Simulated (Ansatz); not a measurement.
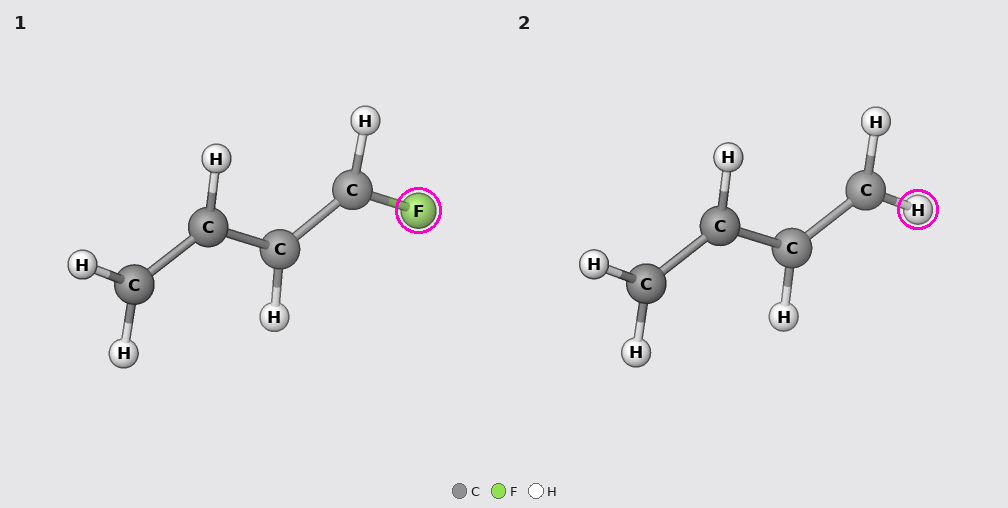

2 molecules with one skeleton, seen from the same side and at one scale; the atom that differs is circled. Each species is neutral and a spin singlet. Computed geometries: PBE0-D4/def2-TZVP optimisations, one conformation each. Properties computed with Ansatz 0.2.0.

One atom differs, called X below: F in panel 1, H in panel 2. Their formulas are C4H5F (`C=C/C=C/F`), C4H6 (`C=CC=C`).

### In which is the harmonic zero-point energy higher (PBE0-D4/def2-TZVP)?

In panel 2 (X = H).

### In which is the dipole moment larger (PBE0-D4/def2-TZVP)?

In panel 1 (X = F).

Give the values. With PBE0-D4/def2-TZVP: length of X–C (Å), angle X–C–H (°), harmonic zero-point energy (kJ/mol), dipole moment (D). With PBE-D4/def2-TZVPP: HOMO energy (Kohn–Sham orbital) (eV), HOMO–LUMO gap (eV).

```
                            quantity  1 (F)  2 (H)   2 − 1
                   length of X–C (Å)  1.334  1.083  −0.251
                     angle X–C–H (°)  112.5  117.1    +4.6
 harmonic zero-point energy (kJ/mol)  204.7  223.9   +19.2
                   dipole moment (D)   1.14   0.00   −1.14
HOMO energy (Kohn–Sham orbital) (eV)  −5.70  −5.85   −0.15
                  HOMO–LUMO gap (eV)   3.99   4.04   +0.05
```
